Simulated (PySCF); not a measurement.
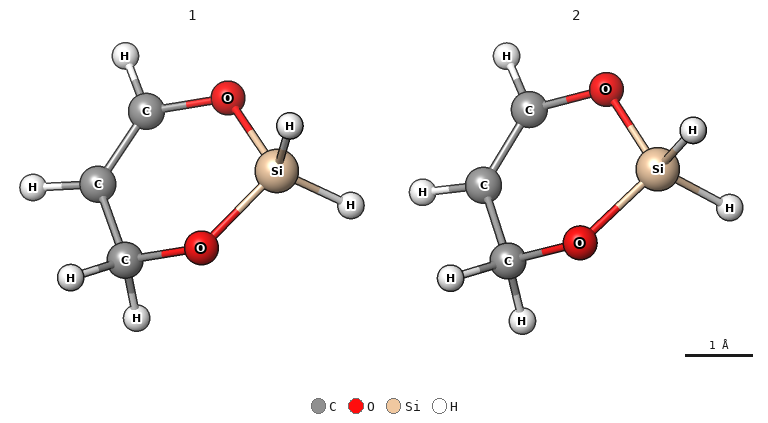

Two geometries of C$_{3}$H$_{6}$O$_{2}$Si, drawn at one scale. One is the start of a relaxation, the other its converged end. Style: ball-and-stick. Shown at a tilt.

The calculation used PySCF, PBE0-D3(BJ)/def2-SVP geometry optimisation, gas phase. 

Q: Which of the two is the end point?

A: Structure 2 is the relaxed one. The start comes from GFN2-xTB. Its atoms were then displaced at random by about 0.01 Å. After 11 geometry steps the energy has fallen by 17.1 kJ/mol. The atom that moves furthest after the best rigid fit is an H atom (0.30 Å). Largest moves by element: H 0.30 Å, O 0.23 Å, C 0.07 Å, Si 0.06 Å. Some distances before and after: H–Si 1.426 → 1.489 Å, C–C 1.459 → 1.500 Å, H–Si 1.458 → 1.482 Å, C–O 1.336 → 1.357 Å. Among the angles between lasting bonds that change: H–Si–H 120.3° → 111.7°, O–Si–H 106.1° → 109.4°, C–O–Si 121.8° → 118.7°. Cost: 58 s on 1 thread of Arm Neoverse V1, on a shared host.
